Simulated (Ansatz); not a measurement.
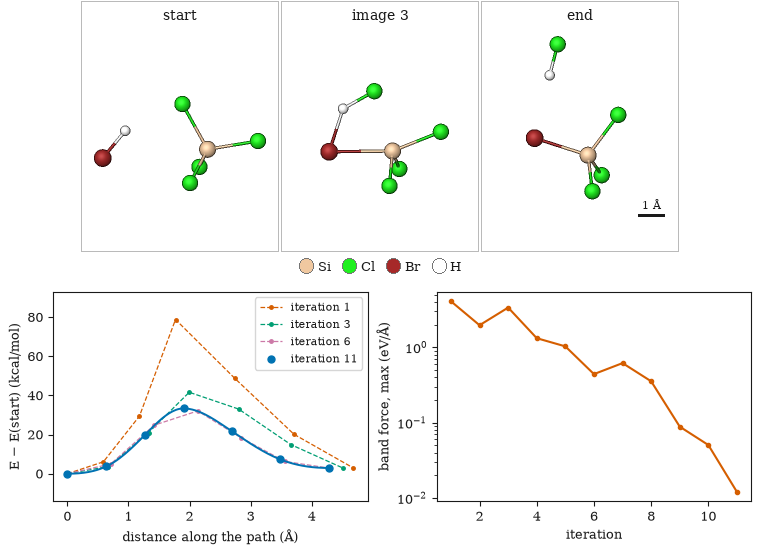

A nudged-elastic-band calculation for SiHBrCl$_{4}$, made up at the start of SiCl4 and HBr. Images are numbered from 0 (start) to 6 (end). The plot follows the band through its iterations. Style: ball-and-stick. Shown at a tilt.

All numbers below come from RKS PBE-D4/def2-SVP (Ansatz 0.2.0).

Input file:
```yaml
crystal:
  periodic: [false, false, false]
  atoms:
    - { symbol: Si, position_ang: [0.353778, 0.0, -0.098881] }
    - { symbol: Cl, position_ang: [0.363389, 0.0, 1.969685] }
    - { symbol: Cl, position_ang: [2.295555, 0.0, -0.753982] }
    - { symbol: Cl, position_ang: [-0.604646, 1.680341, -0.762893] }
    - { symbol: Cl, position_ang: [-0.604646, -1.680341, -0.762893] }
    - { symbol: Br, position_ang: [-3.514313, 0.0, 1.55894] }
    - { symbol: H, position_ang: [-2.179518, 0.0, 2.099323] }
basis:
  gaussian: { orbitals: def2-SVP }
hamiltonian:
  xc: pbe
  dispersion: d4
neb:
  order_check: false
  images: 5
  f_tol: 0.05
  max_iterations: 60
  final_atoms:
    - { symbol: Si, position_ang: [-0.61538375, 0.0, -0.71343063] }
    - { symbol: Cl, position_ang: [0.08301232, 0.0, 3.8540829] }
    - { symbol: Cl, position_ang: [1.15734344, 0.0, 0.31268596] }
    - { symbol: Cl, position_ang: [-0.74430339, 1.67627, -1.88721058] }
    - { symbol: Cl, position_ang: [-0.74430339, -1.67627, -1.88721058] }
    - { symbol: Br, position_ang: [-2.30483918, 0.0, 0.73994483] }
    - { symbol: H, position_ang: [-0.72192705, 0.0, 2.8304371] }
  initial_path:
    images:
      - { positions_ang: [[0.353778, 0.0, -0.098881], [0.363389, 0.0, 1.969685], [2.295555, 0.0, -0.753982], [-0.604646, 1.680341, -0.762893], [-0.604646, -1.680341, -0.762893], [-3.514313, 0.0, 1.55894], [-2.179518, 0.0, 2.099323]] }
      - { positions_ang: [[0.23858132, 0.0, -0.06259297], [0.23024914, 0.0, 2.14298628], [2.20674184, 0.0, -0.72378491], [-0.73049923, 1.699594, -0.74762576], [-0.73049923, -1.699594, -0.74762576], [-3.17050615, 0.0, 1.30219026], [-1.93446869, 0.0, 2.08575185]] }
      - { positions_ang: [[0.12338464, 0.0, -0.02630495], [0.09710929, 0.0, 2.31628756], [2.11792868, 0.0, -0.69358781], [-0.85635247, 1.718847, -0.73235851], [-0.85635247, -1.718847, -0.73235851], [-2.82669929, 0.0, 1.04544052], [-1.68941938, 0.0, 2.07218071]] }
      - { positions_ang: [[0.00818796, 0.0, 0.00998308], [-0.03603057, 0.0, 2.48958884], [2.02911552, 0.0, -0.66339072], [-0.9822057, 1.7381, -0.71709127], [-0.9822057, -1.7381, -0.71709127], [-2.48289244, 0.0, 0.78869078], [-1.44437006, 0.0, 2.05860956]] }
      - { positions_ang: [[-0.19966928, 0.0, -0.23115482], [0.00365039, 0.0, 2.94442019], [1.73852482, 0.0, -0.33803183], [-0.90290493, 1.71749, -1.10713104], [-0.90290493, -1.71749, -1.10713104], [-2.42354135, 0.0, 0.77244213], [-1.20355573, 0.0, 2.31588541]] }
      - { positions_ang: [[-0.40752652, 0.0, -0.47229272], [0.04333136, 0.0, 3.39925154], [1.44793413, 0.0, -0.01267294], [-0.82360416, 1.69688, -1.49717081], [-0.82360416, -1.69688, -1.49717081], [-2.36419027, 0.0, 0.75619348], [-0.96274139, 0.0, 2.57316125]] }
      - { positions_ang: [[-0.61538375, 0.0, -0.71343063], [0.08301232, 0.0, 3.8540829], [1.15734344, 0.0, 0.31268596], [-0.74430339, 1.67627, -1.88721058], [-0.74430339, -1.67627, -1.88721058], [-2.30483918, 0.0, 0.73994483], [-0.72192705, 0.0, 2.8304371]] }
```

Launched with:
```bash
ansatz run input.yaml --threads 4 --pin off --max-ram 5120MiB --backend cpu --events-out ev --progress --plain --runs-dir out
```

> Did the band converge, and can the barrier be trusted?

The result is final at these settings. The band converged in 11 iterations. The largest component of the band force went from 4.1 to 0.012 eV/Å. The climbing image converged on the top of the path. Its vibrational analysis gives one imaginary mode (223i cm⁻¹), as a transition state must have. The first iteration put the highest image at 78.8 kcal/mol. The highest point, image 3, lies 33.4 kcal/mol above the start and 30.4 kcal/mol above the end; the end is at +2.9 kcal/mol relative to the start.

Limits of the set-up: the start holds two separate molecules, 2.5 Å apart at their closest, whose relative position is a soft coordinate.

The run took 46 s on 4 threads of Intel(R) Xeon(R) 6975P-C (Granite Rapids), on a shared host, peak memory 0.23 GiB.
